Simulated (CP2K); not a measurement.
# GFN1-xTB run of C2H6SiTe (SMILES [TeH][SiH]1CC1)

Aim: the energy difference between two shapes of C2H6SiTe at GFN1-xTB, from 2 runs. 

The results are computed with CP2K 2026.2.

1 further run of the same task is left out (set aside as unsound or not needed).

**1. The molecule**

The species is C2H6SiTe (10 atoms), meant as a singlet with charge 0. As SMILES, `[TeH][SiH]1CC1`. Geometry: a GFN2-xTB relaxation, a rough one for these elements and not checked as a minimum. This is one conformer, not always the lowest.

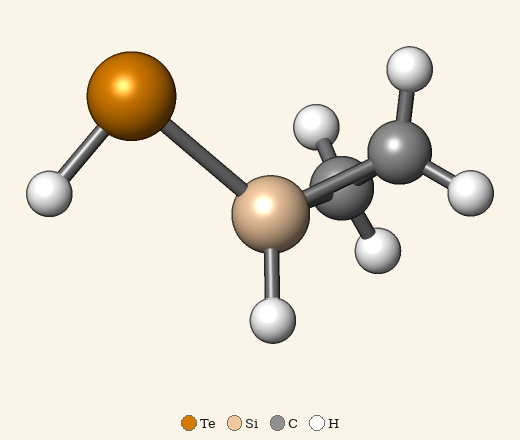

Viewed from a chosen angle; tellurium orange, silicon light orange, carbon grey, hydrogen white.

**2. Energy and forces at GFN1-xTB**

File mol.inp:

```
&GLOBAL
  PROJECT mol
  RUN_TYPE ENERGY_FORCE
  PRINT_LEVEL MEDIUM
&END GLOBAL

&FORCE_EVAL
  METHOD QS
  &DFT
    &QS
      METHOD XTB
      EPS_DEFAULT 1.0E-10
      &XTB
        GFN_TYPE 1
        CHECK_ATOMIC_CHARGES F
      &END XTB
    &END QS
    # cluster boundary conditions
    &POISSON
      PERIODIC NONE
      POISSON_SOLVER ANALYTIC
    &END POISSON
    &SCF
      SCF_GUESS ATOMIC
      EPS_SCF 1.0E-06
      MAX_SCF 100
      ADDED_MOS 4
      &DIAGONALIZATION
        ALGORITHM STANDARD
      &END DIAGONALIZATION
      &MIXING
        METHOD DIRECT_P_MIXING
        ALPHA 0.4
      &END MIXING
      &SMEAR ON
        METHOD FERMI_DIRAC
        ELECTRONIC_TEMPERATURE [K] 300
      &END SMEAR
    &END SCF
    &PRINT
      &MOMENTS
        PERIODIC F
        REFERENCE COM
        MAX_MOMENT 1
      &END MOMENTS
      &MO ON
        ENERGIES T
        OCCUPATION_NUMBERS T
        NDIGITS 6
        &EACH
          QS_SCF 0
        &END EACH
        ADD_LAST NUMERIC
      &END MO
      &HIRSHFELD OFF
      &END HIRSHFELD
    &END PRINT
  &END DFT
  # structure
  &SUBSYS
    &CELL
      ABC 12.8 11.2 11.4
      PERIODIC NONE
    &END CELL
    &COORD
      UNIT bohr
      Te    -2.3409927     2.6308011    -3.8570822
      Si    -1.1697783     0.8263205     0.2924351
      C      0.7259005    -2.1793456     0.4650616
      C      2.2920110     0.2352898     0.8007714
      H     -5.3467533     2.5099720    -3.0685184
      H     -2.6454654     1.4891231     2.5125421
      H      0.6062808    -3.3840460     2.1085375
      H      1.1183966    -3.2615539    -1.2231252
      H      3.6431463     0.6334551    -0.6786007
      H      3.1172544     0.4999837     2.6479787
    &END COORD
    &TOPOLOGY
      &CENTER_COORDINATES
      &END CENTER_COORDINATES
    &END TOPOLOGY
  &END SUBSYS
  &PRINT
    &FORCES ON
    &END FORCES
  &END PRINT
&END FORCE_EVAL
```

Run with:

```console
OMP_NUM_THREADS=1 cp2k.psmp mol.inp > mol.out
```

Output, shortened:

```text
CP2K| version string:                                       CP2K version 2026.2
[...]
 GLOBAL| Method name                                                        CP2K
[...]
 GLOBAL| Run type                                                   ENERGY_FORCE
[...]
                             - Atoms:                                         10
[...]
                             - Spherical basis functions:                     38
[...]
 Number of electrons:                                                         24
[...]
     1 P_Mix/Diag. 0.40E+00    0.0     0.21940009       -13.0503818892 -1.31E+01
[...]
    14 DIIS/Diag.  0.16E-06    0.0     0.00000023       -13.0626530133 -2.44E-12
  *** SCF run converged in    14 steps ***
[...]
  Fermi energy:                                                -0.25478784583572
[...]
 TB_DIPOLE| Moment [Debye]         -1.31993724       0.77635226      -0.84925514
 TB_DIPOLE| Derivative [a.u.]       0.00000000       0.00000000       0.00000000
[...]
 ENERGY| Total FORCE_EVAL ( QS ) energy [hartree]            -13.062653013331861
 FORCES| Atomic forces [hartree/bohr]
 FORCES|   Atom     x               y               z               |f|
 FORCES|      1  1.00783716E-03 -5.44091469E-03  1.49642119E-02   1.59545269E-02
 FORCES|      2 -1.92854969E-03  6.38065468E-03 -1.49505018E-02   1.63691650E-02
 FORCES|      3 -2.74897991E-02 -1.28276948E-02 -2.57859338E-03   3.04448346E-02
 FORCES|      4 -4.30906430E-04  3.04832909E-02  2.35940945E-03   3.05775002E-02
 FORCES|      5  9.43741047E-04  2.00356204E-04 -1.48418023E-03   1.77019228E-03
 FORCES|      6  1.79547836E-03 -1.29377961E-03 -2.20445194E-03   3.12365436E-03
 FORCES|      7  5.59071706E-03 -6.64559869E-03  3.91924638E-03   9.52788494E-03
 FORCES|      8  4.97847712E-03 -5.20353151E-03 -2.60296366E-03   7.65750575E-03
 FORCES|      9  7.45309451E-03 -2.27852363E-03 -2.26382446E-03   8.11573711E-03
 FORCES|     10  8.07991001E-03 -3.37425882E-03  4.84164767E-03   1.00056045E-02
 FORCES| Sum     8.67361738E-17 -4.06358974E-16 -1.57859836E-16
 FORCES| Total atomic force                                       4.44489041E-16
[...]
```

It took 1.2 s on 1 thread of AMD EPYC 7R43 (Zen 3), shared host; peak memory 0.19 GiB.

**3. The distorted shape at the same level**

File run.inp:

```
&GLOBAL
  PROJECT run
  RUN_TYPE ENERGY_FORCE
  PRINT_LEVEL MEDIUM
&END GLOBAL

&FORCE_EVAL
  METHOD Quickstep
  &DFT
    CHARGE 0
    MULTIPLICITY 1
    # Quickstep
    &QS
      METHOD XTB
      EPS_DEFAULT 1.0E-10
      &XTB
        GFN_TYPE 1
        CHECK_ATOMIC_CHARGES F
      &END XTB
    &END QS
    &POISSON
      PERIODIC NONE
      POISSON_SOLVER ANALYTIC
    &END POISSON
    &SCF
      SCF_GUESS ATOMIC
      EPS_SCF 1.0E-06
      MAX_SCF 100
      ADDED_MOS 4
      &DIAGONALIZATION
        ALGORITHM STANDARD
      &END DIAGONALIZATION
      &MIXING
        METHOD DIRECT_P_MIXING
        ALPHA 0.4
      &END MIXING
      &SMEAR ON
        METHOD FERMI_DIRAC
        ELECTRONIC_TEMPERATURE [K] 300
      &END SMEAR
    &END SCF
    # extra output
    &PRINT
      &MOMENTS
        PERIODIC F
        REFERENCE COM
        MAX_MOMENT 1
      &END MOMENTS
      &MO ON
        ENERGIES T
        OCCUPATION_NUMBERS T
        NDIGITS 6
        &EACH
          QS_SCF 0
        &END EACH
        ADD_LAST NUMERIC
      &END MO
      &HIRSHFELD OFF
      &END HIRSHFELD
    &END PRINT
  &END DFT
  &SUBSYS
    # vacuum box
    &CELL
      ABC [angstrom] 12.7 11.2 11.4
      PERIODIC NONE
    &END CELL
    &COORD
      UNIT bohr
      Te    -2.2547513     2.7494816    -3.9371499
      Si    -1.1809787     0.8726226     0.2944363
      C      0.5625677    -2.3320335     0.4257742
      C      2.2121625     0.1785640     0.7971205
      H     -5.2794431     2.2150463    -3.0907775
      H     -2.6730932     1.5577542     2.4990381
      H      0.8601221    -3.3914159     2.1238273
      H      0.9495930    -3.2788997    -1.2083835
      H      3.6475116     0.5606496    -0.7081012
      H      3.2193280     0.3784139     2.5362165
    &END COORD
    &TOPOLOGY
      &CENTER_COORDINATES
      &END CENTER_COORDINATES
    &END TOPOLOGY
  &END SUBSYS
  &PRINT
    &FORCES ON
    &END FORCES
  &END PRINT
&END FORCE_EVAL
```

Run with:

```console
OMP_NUM_THREADS=1 cp2k.psmp -i run.inp > run.out 2>&1
```

Output, shortened:

```text
CP2K| version string:                                       CP2K version 2026.2
[...]
 GLOBAL| Method name                                                        CP2K
[...]
 GLOBAL| Run type                                                   ENERGY_FORCE
[...]
                             - Atoms:                                         10
[...]
                             - Spherical basis functions:                     38
[...]
 Number of electrons:                                                         24
[...]
     1 P_Mix/Diag. 0.40E+00    0.0     0.23918282       -13.0434371903 -1.30E+01
[...]
    14 DIIS/Diag.  0.19E-06    0.0     0.00000025       -13.0559403092 -2.39E-12
  *** SCF run converged in    14 steps ***
[...]
  Fermi energy:                                                -0.26028811200369
[...]
 TB_DIPOLE| Moment [Debye]         -1.16465666       0.84458972      -0.75751335
 TB_DIPOLE| Derivative [a.u.]       0.00000000       0.00000000       0.00000000
[...]
 ENERGY| Total FORCE_EVAL ( QS ) energy [hartree]            -13.055940309171062
 FORCES| Atomic forces [hartree/bohr]
 FORCES|   Atom     x               y               z               |f|
 FORCES|      1 -8.67341458E-03 -1.36544202E-02  2.96845734E-02   3.38059938E-02
 FORCES|      2 -1.82542157E-03 -4.05187270E-03 -1.96466416E-02   2.01429978E-02
 FORCES|      3 -1.65161730E-02  5.27240647E-02  4.15430839E-02   6.91262525E-02
 FORCES|      4  1.36365426E-02  1.84729456E-02 -2.76218285E-02   3.59189424E-02
 FORCES|      5  1.03197749E-02  3.33391964E-03 -6.36464643E-03   1.25746371E-02
 FORCES|      6  1.14099177E-03 -9.04350795E-04 -3.13575997E-03   3.45726816E-03
 FORCES|      7 -5.84015396E-03 -1.52354724E-02  5.36779456E-03   1.71767353E-02
 FORCES|      8  1.34758715E-02 -2.96518805E-02 -4.14370118E-02   5.27053989E-02
 FORCES|      9 -1.01856274E-02 -5.57456885E-03  6.76912832E-03   1.34403840E-02
 FORCES|     10  4.46760989E-03 -5.45836445E-03  1.48413080E-02   1.64322154E-02
 FORCES| Sum    -5.63785130E-17 -7.54604712E-17 -3.60822483E-16
 FORCES| Total atomic force                                       3.72915116E-16
[...]
```

Run time: 1.2 s. Hardware: 1 thread of AMD EPYC 7R43 (Zen 3), shared host; peak memory 0.19 GiB.

**4. Outcome**

At GFN1-xTB:

| quantity | value |
| --- | --- |
| first shape: total energy | -13.06265 Eh |
| first shape: dipole moment (from atomic charges alone) | 1.75 D |
| first shape: HOMO energy | -10.03 eV |
| first shape: LUMO energy | -6.04 eV |
| first shape: HOMO–LUMO gap | 3.99 eV |
| first shape: dispersion energy | -9.91 kJ/mol |
| first shape: largest force on an atom | 1.572 eV/Å |
| distorted shape: total energy | -13.05594 Eh |
| distorted shape: dipole moment (from atomic charges alone) | 1.63 D |
| distorted shape: HOMO energy | -10.27 eV |
| distorted shape: LUMO energy | -6.19 eV |
| distorted shape: HOMO–LUMO gap | 4.08 eV |
| distorted shape: dispersion energy | -9.90 kJ/mol |
| distorted shape: largest force on an atom | 3.555 eV/Å |
| energy change with the atoms displaced | 0.183 eV |

With the atoms displaced the energy rises by 0.18 eV (4.2 kcal/mol). The first shape isn't relaxed at this level, so the change isn't measured from a minimum. The largest force (first shape) is 1.57 eV/Å: the shape isn't a stationary point for this species at this level. The dipole (first shape) comes from point charges on the atoms alone, without atomic dipoles, so it is partial. The dipole (distorted shape) comes from point charges on the atoms alone, without atomic dipoles, so it is partial.
